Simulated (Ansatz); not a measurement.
Run report: BPH5O2F, geometry relaxation (part 2 of 2)

Continued. System: BPH5O2F. Method: RKS PBE0/def2-SVP (Ansatz 0.2.0). The input holds or restrains some coordinates. Forces given for the steps count only the free coordinates. It belongs to a series of runs on one base structure; here: pulled along the bonds that form and break, towards end A.

Geometry of the input (Å):
```
B  0.0000  0.0000  0.0000
F  0.0000  0.0000  1.6700
O  1.2211  0.0000  -0.7050
H  1.5209  -0.9519  -0.8599
O  -1.2211  0.0000  -0.7050
H  -1.7308  -0.8467  -0.4965
P  0.0991  2.0949  0.6969
H  0.6595  2.1347  2.0010
H  0.9104  2.8515  -0.1895
H  0.0504  1.0661  1.6663
```

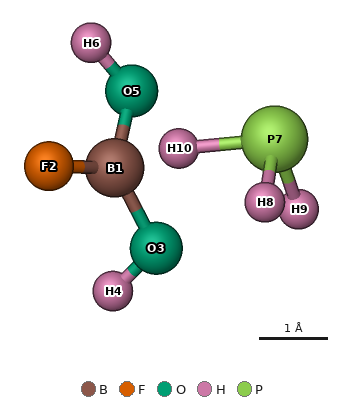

The geometry at step 8 of the log (ball-and-stick view, seen at a tilt; atoms are numbered from 1 in the order of the input).

Trajectory as extended XYZ (Å, eV, eV/Å), 15 frames, from step=1 to step=15
```
10
Properties=species:S:1:pos:R:3:forces:R:3 step=1 energy=-16835.15503
B     0.0000    0.0000    0.0000    0.7257   5.4348  -1.7927
F     0.0000    0.0000    1.6700   -0.7050  -4.8400   0.9756
O     1.2211    0.0000   -0.7050   -0.2188  -3.8316   1.3138
H     1.5209   -0.9519   -0.8599   -0.3726   1.6309  -0.1627
O    -1.2211    0.0000   -0.7050    0.0726  -3.4692   2.1211
H    -1.7308   -0.8467   -0.4965    0.6234   1.6943  -0.5658
P     0.0991    2.0949    0.6969   -2.3597   6.0386  -4.9631
H     0.6595    2.1347    2.0010    1.1119   0.3405   0.2599
H     0.9104    2.8515   -0.1895    0.6464  -0.1970   0.7215
H     0.0504    1.0661    1.6663    0.4761  -2.8013   2.0926
10
Properties=species:S:1:pos:R:3:forces:R:3 step=2 energy=-16836.17643
B    -0.0003   -0.1057    0.0040    0.0123   3.7227   0.1274
F    -0.0131   -0.1600    1.6029   -0.2608  -3.0114  -1.7726
O     1.2166   -0.0305   -0.6894   -0.9641  -2.1814   1.4329
H     1.5238   -0.9492   -0.8662    0.0159   0.7810  -0.1163
O    -1.2163   -0.0271   -0.6875    1.0454  -2.3622   1.5286
H    -1.7343   -0.8423   -0.5007   -0.0273   0.8851  -0.1371
P     0.0718    2.2851    0.7292   -3.7494   3.3132  -0.8279
H     0.6753    2.1436    2.0077    1.2011   1.0995   0.7945
H     0.9265    2.8630   -0.1909    1.7896  -0.5552   0.0514
H     0.0595    1.1718    1.6692    0.9373  -1.6912  -1.0810
10
Properties=species:S:1:pos:R:3:forces:R:3 step=3 energy=-16837.28564
B    -0.0043   -0.2062    0.0255   -0.1499   2.4584   0.7510
F    -0.0215   -0.3277    1.5039    0.0091  -1.9839  -2.9211
O     1.2016   -0.0454   -0.6718   -1.0921  -1.4399   1.3578
H     1.5258   -0.9426   -0.8661    0.2582   0.4150  -0.1180
O    -1.2014   -0.0466   -0.6733    1.2698  -1.7536   1.0681
H    -1.7381   -0.8357   -0.4999   -0.4648   0.4532   0.0776
P     0.0300    2.4349    0.7717   -3.3990   2.7992   0.6739
H     0.6872    2.1612    2.0192    1.4158   1.7983   0.9090
H     0.9483    2.8492   -0.1911    1.6682  -1.1717   0.0327
H     0.0819    1.3074    1.6600    0.4847  -1.5752  -1.8311
10
Properties=species:S:1:pos:R:3:forces:R:3 step=4 energy=-16838.33854
B    -0.0072   -0.2854    0.0444   -0.0491   2.2612  -1.0657
F    -0.0288   -0.4827    1.3861    0.0710  -1.2994  -0.7205
O     1.1859   -0.0614   -0.6504   -0.7675  -1.0862   1.0815
H     1.5318   -0.9384   -0.8662    0.3910   0.2155  -0.1489
O    -1.1814   -0.0721   -0.6632    0.9317  -1.4030   0.6191
H    -1.7498   -0.8308   -0.4935   -0.6643   0.2732   0.1623
P    -0.0240    2.5795    0.8260   -1.6349   2.2260   0.5933
H     0.7154    2.2088    2.0368    1.3358   2.0750   0.5720
H     0.9722    2.8129   -0.1861    0.5809  -1.2839   0.6283
H     0.0955    1.4183    1.6445   -0.1945  -1.9784  -1.7214
10
Properties=species:S:1:pos:R:3:forces:R:3 step=5 energy=-16839.70044
B    -0.0061   -0.2422    0.0225   -0.0417   0.1221  -1.3807
F    -0.0386   -0.6471    1.2983   -0.0228  -0.4686   0.0413
O     1.2003   -0.0802   -0.6389   -0.5203  -0.0295   0.6646
H     1.5441   -0.9516   -0.8617    0.2336   0.0836  -0.0330
O    -1.1707   -0.1270   -0.7044    0.5169  -0.7390   0.4697
H    -1.7848   -0.8288   -0.4437   -0.2009   0.5534   0.1895
P    -0.0854    2.7307    0.9152    0.7827  -0.2212   0.8997
H     0.7903    2.3848    2.0644    0.4902   1.8443  -0.1751
H     0.9735    2.6860   -0.1094   -0.4315  -0.4748   0.8699
H     0.0869    1.4242    1.5360   -0.8062  -0.6704  -1.5459
10
Properties=species:S:1:pos:R:3:forces:R:3 step=6 energy=-16840.45944
B    -0.0077   -0.2596    0.0124    0.0452  -0.4466  -0.8141
F    -0.0487   -0.7453    1.2663   -0.0702  -0.2423  -0.0605
O     1.2024   -0.0703   -0.6119   -0.2321   0.0205   0.3258
H     1.5659   -0.9279   -0.8633    0.1520   0.1890   0.0314
O    -1.1610   -0.1511   -0.7120    0.2985  -0.4099   0.2166
H    -1.8149   -0.7930   -0.4082   -0.1922   0.4436   0.2167
P    -0.0727    2.7319    0.9556    1.0292  -0.5505   1.1655
H     0.8691    2.5593    2.0815   -0.0680   1.2957  -0.5166
H     0.9687    2.6426   -0.0569   -0.3243  -0.2456   0.4990
H     0.0084    1.3619    1.4148   -0.6381  -0.0540  -1.0639
10
Properties=species:S:1:pos:R:3:forces:R:3 step=7 energy=-16840.91406
B    -0.0068   -0.2902   -0.0012    0.1270  -0.6416  -0.5416
F    -0.0613   -0.8324    1.2280   -0.0743  -0.2106   0.0891
O     1.2071   -0.0542   -0.5852   -0.0807   0.0314   0.0727
H     1.6012   -0.8896   -0.8621    0.1448   0.1736   0.0519
O    -1.1489   -0.1759   -0.7229   -0.1846  -0.3614   0.1095
H    -1.8568   -0.7288   -0.3571    0.0991   0.5153   0.0591
P    -0.0428    2.6879    0.9930    0.4994   0.0313   0.9751
H     0.9310    2.7444    2.0860   -0.3469   0.4134  -0.5556
H     0.9632    2.5955   -0.0181   -0.0320  -0.1921   0.1034
H    -0.0764    1.2920    1.3178   -0.1518   0.2407  -0.3637
10
Properties=species:S:1:pos:R:3:forces:R:3 step=8 energy=-16841.08111
B    -0.0199   -0.3250   -0.0565    0.1993  -0.3412  -0.5359
F    -0.0655   -0.8864    1.1610   -0.0387  -0.3670   0.2354
O     1.1906   -0.0061   -0.6079   -0.2461  -0.3644  -0.2499
H     1.7257   -0.8015   -0.7329    0.0718   0.2948   0.1903
O    -1.1732   -0.2065   -0.7574   -0.1149  -0.0991   0.3424
H    -1.9145   -0.5760   -0.2508    0.1988   0.2980  -0.2113
P    -0.0488    2.6283    0.9950    0.3246   0.2167   0.6306
H     0.9452    2.7786    2.0402   -0.2534   0.2282  -0.3308
H     0.9359    2.5059   -0.0303   -0.0365  -0.0970   0.0564
H    -0.0660    1.2372    1.3179   -0.1049   0.2311  -0.1271
10
Properties=species:S:1:pos:R:3:forces:R:3 step=9 energy=-16841.23461
B    -0.0104   -0.3483   -0.1058    0.1450  -0.1140  -0.6158
F    -0.0279   -0.9373    1.0952    0.0335  -0.5212   0.3609
O     1.1839   -0.0406   -0.6910   -0.2746  -0.5763  -0.2690
H     1.8311   -0.7506   -0.5708   -0.0734   0.4132   0.2005
O    -1.1889   -0.1375   -0.7407    0.0222   0.0057   0.2566
H    -1.9331   -0.4152   -0.1851    0.2096   0.1821  -0.2162
P    -0.0804    2.5713    1.0110    0.1844   0.2474   0.3442
H     0.9511    2.8045    1.9898   -0.1578   0.0975  -0.1872
H     0.8526    2.4200   -0.0570   -0.0238   0.0059   0.0447
H    -0.0685    1.1822    1.3325   -0.0651   0.2596   0.0813
10
Properties=species:S:1:pos:R:3:forces:R:3 step=10 energy=-16841.38156
B    -0.0026   -0.3907   -0.1524   -0.0967  -0.0464  -0.5943
F     0.0041   -0.9871    1.0438    0.0531  -0.4800   0.3879
O     1.1672   -0.1241   -0.7849    0.0306  -0.5465   0.0015
H     1.8858   -0.6545   -0.4112   -0.1225   0.3474  -0.0488
O    -1.1810   -0.0981   -0.7473    0.0211   0.1867   0.0631
H    -1.9439   -0.2161   -0.1688    0.1592  -0.0435  -0.0838
P    -0.1151    2.4875    1.0418    0.0823   0.3310   0.1737
H     0.9507    2.8829    1.9227   -0.1408  -0.0412  -0.1183
H     0.7494    2.3321   -0.0810   -0.0071   0.0403   0.0418
H    -0.0051    1.1165    1.4156    0.0210   0.2520   0.1772
10
Properties=species:S:1:pos:R:3:forces:R:3 step=11 energy=-16841.42843
B    -0.0275   -0.4148   -0.1898   -0.1901   0.0558  -0.5625
F    -0.0110   -0.9580    1.0327    0.0131  -0.4672   0.2665
O     1.1335   -0.1934   -0.8517    0.2350  -0.4732   0.3535
H     1.8676   -0.5768   -0.3453   -0.1757   0.2813  -0.2905
O    -1.1966   -0.0905   -0.7833   -0.1012   0.0339   0.0348
H    -1.9863   -0.2529   -0.2534    0.2542   0.0126  -0.0162
P    -0.0963    2.4358    1.0768   -0.1131   0.3471   0.2138
H     0.9343    3.0070    1.8915   -0.0482  -0.0520  -0.0367
H     0.7515    2.2812   -0.0514    0.0819   0.0014  -0.0576
H     0.1403    1.1109    1.5522    0.0442   0.2604   0.0950
10
Properties=species:S:1:pos:R:3:forces:R:3 step=12 energy=-16841.43186
B     0.0065   -0.4037   -0.1959    0.1482  -0.5778  -0.7892
F     0.0232   -0.9432    1.0254   -0.1129  -0.2689   0.5577
O     1.1510   -0.3822   -0.9151   -0.2960   0.4266  -0.2879
H     1.9246   -0.5941   -0.3978    0.2559  -0.1929   0.2009
O    -1.1533   -0.0071   -0.7641    0.2146   0.1034   0.0758
H    -1.8917   -0.1042   -0.1601   -0.2088  -0.0060   0.0544
P    -0.1646    2.4378    1.0809   -0.0511   0.2922   0.0061
H     0.8792    2.9857    1.8871    0.0171   0.0120   0.0095
H     0.6848    2.2424   -0.0485    0.0123   0.0481   0.0217
H     0.0499    1.1172    1.5663    0.0206   0.1634   0.1510
10
Properties=species:S:1:pos:R:3:forces:R:3 step=13 energy=-16841.44430
B    -0.0004   -0.4414   -0.2067    0.3025   0.3215  -0.5429
F     0.0268   -0.9476    1.0298   -0.0806  -0.5397   0.2949
O     1.1547   -0.3293   -0.9109   -0.3416  -0.0681   0.0046
H     1.9149   -0.6046   -0.3941    0.1037  -0.0863   0.0271
O    -1.1534    0.0151   -0.7433    0.1749  -0.1825  -0.0827
H    -1.9013   -0.0899   -0.1525   -0.1539  -0.0089   0.0839
P    -0.1700    2.4084    1.0528    0.0446   0.3587   0.0903
H     0.8449    2.9906    1.8741   -0.0392   0.0545   0.0277
H     0.7221    2.2408   -0.0483   -0.0366  -0.0281   0.0289
H     0.0713    1.1065    1.5774    0.0262   0.1788   0.0683
10
Properties=species:S:1:pos:R:3:forces:R:3 step=14 energy=-16841.45660
B     0.0316   -0.4188   -0.2054   -0.2727  -0.0724  -0.4840
F     0.0477   -0.9136    1.0353    0.0784  -0.4780   0.3807
O     1.1574   -0.3747   -0.9444    0.1515  -0.0189  -0.0847
H     1.9239   -0.7354   -0.4887   -0.0371   0.0260   0.0168
O    -1.1306    0.0182   -0.7408    0.0527  -0.0172  -0.0304
H    -1.8788   -0.0640   -0.1419    0.0333   0.0170   0.0077
P    -0.1978    2.4238    1.0613    0.0126   0.3167   0.0608
H     0.7811    3.0431    1.8978   -0.0120   0.0414   0.0192
H     0.7255    2.2344   -0.0101   -0.0176   0.0142   0.0166
H     0.0495    1.1356    1.6152    0.0110   0.1713   0.0975
10
Properties=species:S:1:pos:R:3:forces:R:3 step=15 energy=-16841.45985
B     0.0247   -0.4326   -0.2122    0.0226  -0.0714  -0.5806
F     0.0616   -0.9181    1.0316    0.0064  -0.4558   0.3778
O     1.1492   -0.4005   -0.9625   -0.0389   0.0013   0.0012
H     1.9133   -0.7469   -0.4934    0.0156  -0.0088   0.0102
O    -1.1347    0.0123   -0.7414    0.0016  -0.0135  -0.0042
H    -1.8739   -0.0347   -0.1280    0.0034   0.0053   0.0026
P    -0.1975    2.4089    1.0500   -0.0377   0.3375   0.0710
H     0.7227    3.0798    1.9141   -0.0031   0.0011   0.0011
H     0.7618    2.2491    0.0074    0.0050   0.0239  -0.0023
H     0.0824    1.1315    1.6128    0.0252   0.1804   0.1233
```

Results in brief

| quantity | value |
| --- | --- |
| outcome | converged under the restraints of the input |
| total energy | −16841.4599 eV |
| mean-field energy | −16841.4599 eV |
| largest force (length of the vector) at the end, held atoms and coordinates included | 0.592 eV/Å |
| hardware | 2 threads of Arm Neoverse V2, 24 GiB of memory available, shared host |
| wall time | 34 s (CPU time 65 s) |
| peak memory | 0.2 GiB |
